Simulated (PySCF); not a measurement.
The calculation's input:

```
{"job": {"kind": "nmr", "xc": "PBE0", "basis": "pcSseg-1"}, "charge": 0, "multiplicity": 1}
C      4.942138     0.093725     0.859950
C      3.889440    -0.061492     0.297566
Si     2.322013    -0.293503    -0.629981
C      1.061283    -1.405402     0.262373
F      0.227825    -2.211554    -0.469932
C      0.711334     0.099410     0.300196
O     -0.342167     0.564949    -0.482715
C     -1.595372     0.693250     0.178779
C     -2.515706     1.421702    -0.794148
C     -2.186729    -0.652083     0.595160
H      5.853893     0.225810     1.368184
H      2.304617    -0.263343    -2.074907
H      1.247426    -1.879947     1.222837
H      0.722149     0.529046     1.305163
H     -1.444737     1.312891     1.082181
H     -2.067525     2.366005    -1.091978
H     -2.660798     0.811041    -1.681407
H     -3.478285     1.611929    -0.327709
H     -2.282046    -1.298734    -0.273513
H     -1.550048    -1.146445     1.325054
H     -3.167625    -0.500313     1.038739
```

Run with:

```sh
OMP_NUM_THREADS=1 python probes_run.py task.json out
```

Geometry: GFN2-xTB.

These are results of PBE0/pcSseg-1, SCF density, gas phase, non-relativistic in PySCF 2.14.0, not measurements.

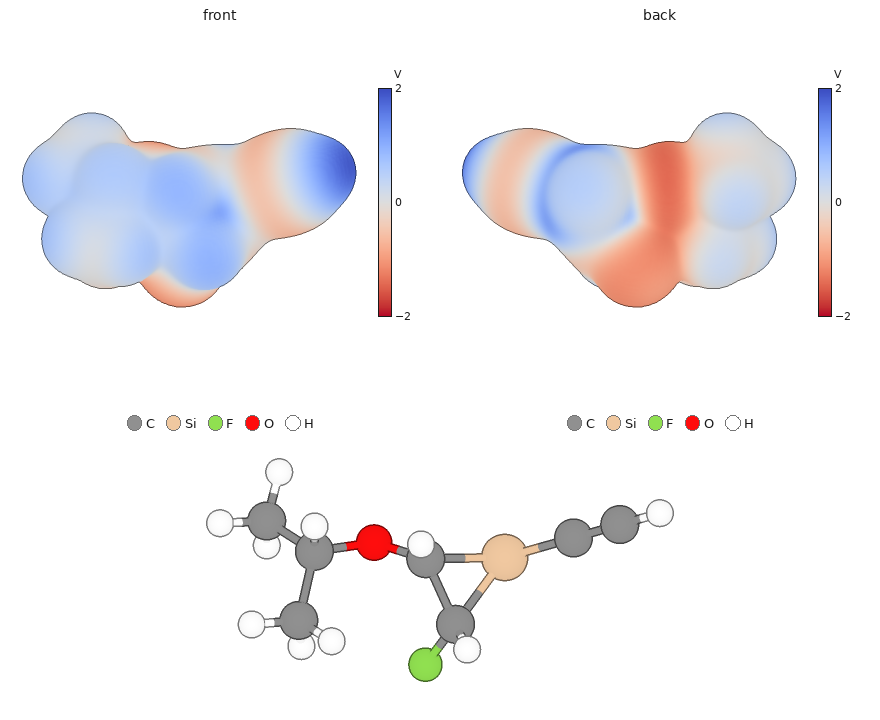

C7H11FOSi. The electrostatic potential painted on the density surface at 0.002 e/bohr³, seen from the front and from behind; the colour scale runs from red (negative) to blue (positive). The bare structure is drawn below in the same view.

Q: Describe the electrostatic potential map.

A: The most negative region (about −1.4 V, or −32 kcal/mol for a unit charge) lies over O7, the most positive (about +1.8 V, or +42 kcal/mol for a unit charge) over H11. O7 is the likeliest acceptor of a hydrogen bond.
